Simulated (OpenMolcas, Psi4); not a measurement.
A ladder of methods for Si2NH5F (SMILES F[SiH2]N[SiH2])

Si2NH5F: 9 atoms, total charge 0, spin state doublet. As SMILES, `F[SiH2]N[SiH2]`. The coordinates come from a PBE0-D4/def2-TZVP relaxation. This is one conformer, not always the lowest.

```xyz
9

F    -1.7782    1.2089   -1.1818
Si   -0.2880    1.1236   -0.6049
N     0.2415   -0.4914   -0.4030
Si    0.0236   -1.5336    0.9679
H     0.5763    1.7991   -1.5988
H    -0.3028    1.7798    0.7188
H     0.6004   -0.9422   -1.2345
H    -0.2463   -0.6500    2.1362
H     1.2618   -2.3407    1.1827
```

Each level gives the vertical energy of the quartet above the doublet (eV). The values are calculated.

```csv
level,kind,program,value (eV),CPU time (all runs)
USVWN5/6-31G* (spherical functions),LDA,OpenMolcas,6.80,60 s
UPBE/6-31G* (spherical functions),GGA,OpenMolcas,6.74,91 s
U-r2SCAN/6-31G* (spherical functions),meta-GGA,OpenMolcas,6.86,2 min
UTPSS/6-31G* (spherical functions),meta-GGA,OpenMolcas,6.84,2 min
UB3LYP/6-31G* (spherical functions),global hybrid,OpenMolcas,7.02,90 s
UTPSSh/6-31G* (spherical functions),hybrid meta-GGA,Psi4,6.91,3.2 min
"UDSD-PBEP86/6-31G* (density fitting for correlation, spherical functions)",double hybrid,Psi4,7.27,49 s
"UOMP2/6-31G* (density fitting for correlation, spherical functions)",perturbation theory,Psi4,7.47,91 s
```

The values span 6.74 to 7.47 eV. CPU times are rough (shared hosts, several kinds of processor): they show what a rung costs within a factor of a few.

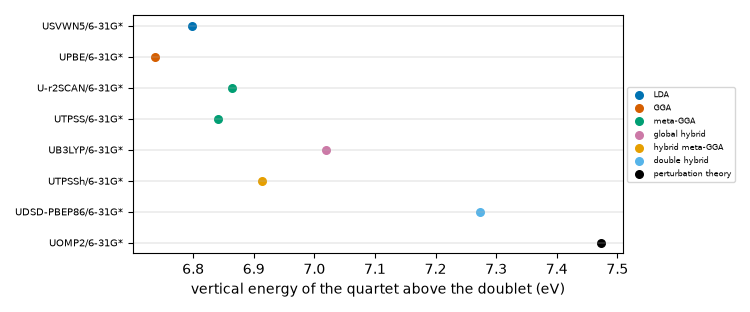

The values of the table, level by level.
